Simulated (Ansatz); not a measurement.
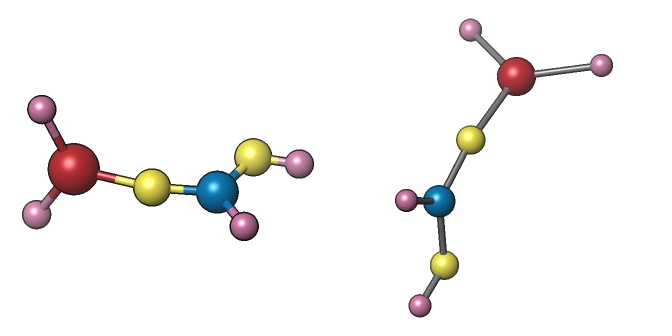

The same structure drawn twice, from different directions. Colours: oxygen yellow, boron blue, aluminium red, hydrogen pink.

**Count the atoms of each element.**

AlBH₄O₂, 8 atoms: 1 aluminium, 1 boron, 4 hydrogen and 2 oxygen.

**How many bonds of each kind are drawn?**

2 B–O, 2 Al–H, 1 O–H, 1 B–H, 1 Al–O. Sticks follow a distance rule.

**What is the point group of this geometry?**

Cs.

More results for the same structure follow; atom numbers are the same in all pictures, views and colours differ. The geometry was computed by an optimisation with PBE0-D4/def2-TZVP. No frequency run is at hand to confirm it as a minimum.

### Shape

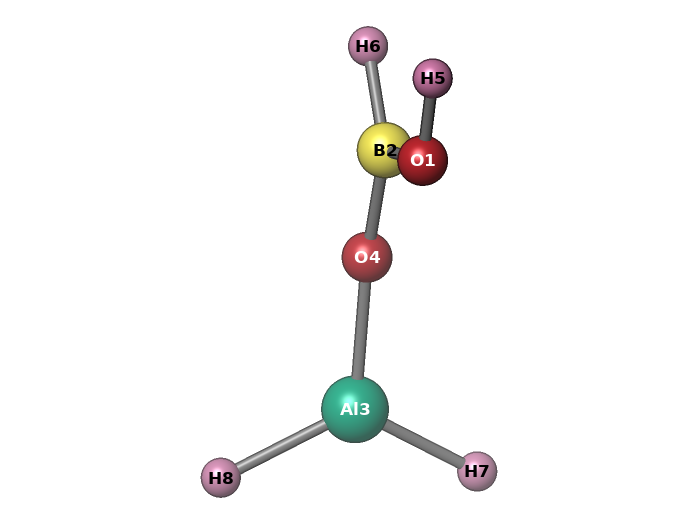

B2 lies behind O1. The molecule seen a little off the O1–B2 bond, O1 in front. Distant atoms are faded towards the background colour. No frequency run is at hand to confirm it as a minimum.

**What is the torsion angle H5–O1–B2–O4? The sign is positive where the front bond must turn clockwise to cover the back bond.**

180°, antiperiplanar (anti).

### Dipole moment

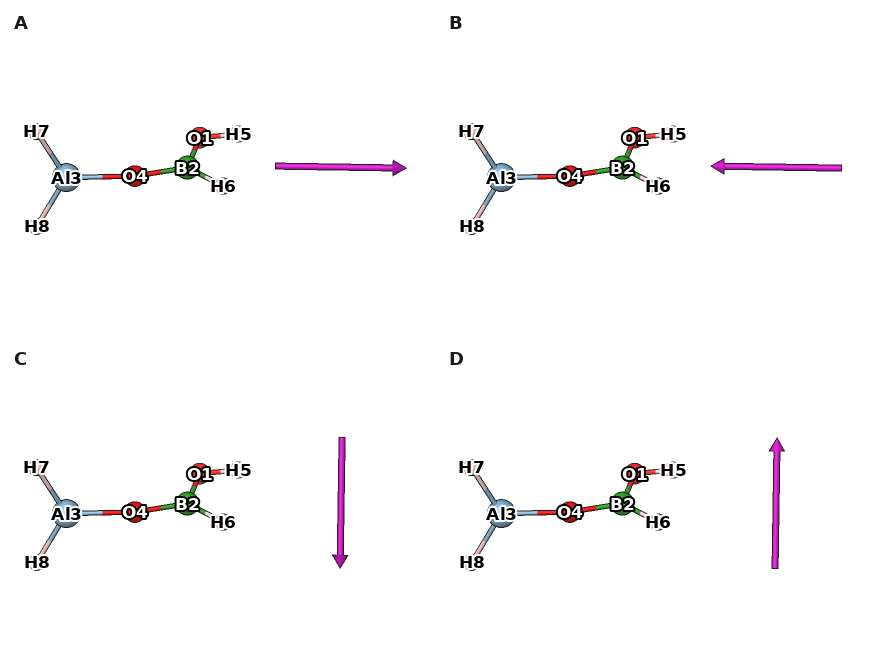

The same molecule four times, each with an arrow. No frequency run is at hand to confirm it as a minimum. Level of theory: RKS PBE0-D4/def2-TZVP (Ansatz 0.2.0).

**Which arrow points along the dipole moment, from the negative to the positive end?**

A. The dipole moment is 0.75 D; it points from the side of H7, H8 to the side of H5 (the outermost atoms at the two ends).

### Charges

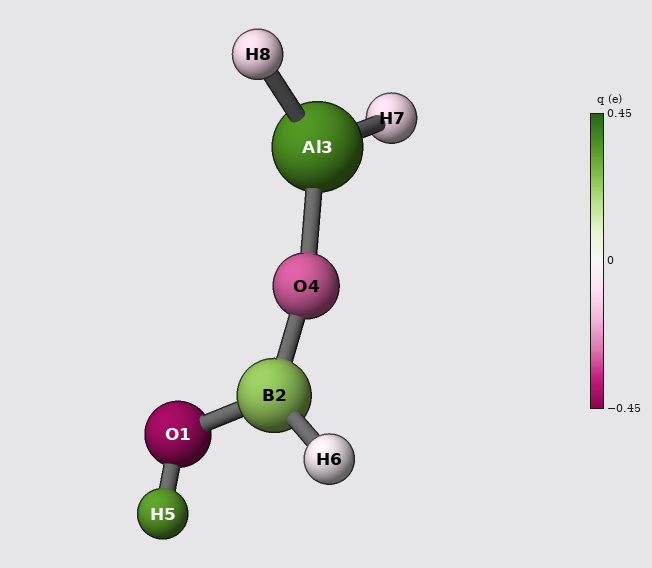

Atoms are coloured by their Mulliken charges. No frequency run is at hand to confirm it as a minimum. Level of theory: RKS PBE0-D4/def2-TZVP (Ansatz 0.2.0).

Give the Mulliken charges atom by atom.

| atom | value (e) |
| --- | --- |
| O1 | −0.41 |
| B2 | 0.23 |
| Al3 | 0.35 |
| O4 | −0.29 |
| H5 | 0.33 |
| H6 | −0.03 |
| H7 | −0.09 |
| H8 | −0.09 |

### Electronic properties

No frequency run is at hand to confirm it as a minimum. Properties computed with RKS PBE-D4/def2-TZVPP (Ansatz 0.2.0).

**Estimate the dispersion correction.**

−11.2 kJ/mol.

Mulliken values depend strongly on the basis set and can even reverse the polarity of a bond.
